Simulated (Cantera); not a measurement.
Charge: 1 mol Al, 0.76 mol HCl, 170 mol H2, held at 0.320 bar.

Method: chemical equilibrium by Gibbs-energy minimisation in Cantera with the NASA 1993 tables (ideal gas, pure condensed phases). Candidate condensed phases: Al, AlCl3; 12 gas species. The tables' values for AlCl2 are old estimates; treat these amounts as uncertain. The numbers say what is thermodynamically allowed, not how fast it happens.

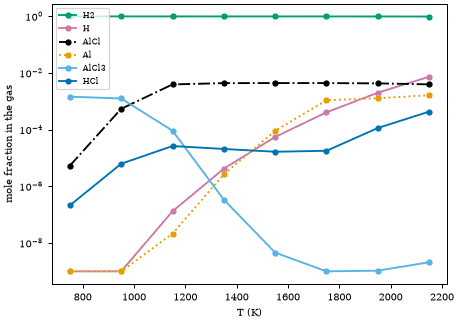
*Equilibrium gas composition (values under 1e-9 drawn at 1e-9)*

Task: Read off the mole fractions at 1150 K.

Result: H2 about 1.00, AlCl about 0.0040, AlCl3 about 9.2e-5, HCl about 2.7e-5, H about 1.3e-7, Al about 2.1e-8.
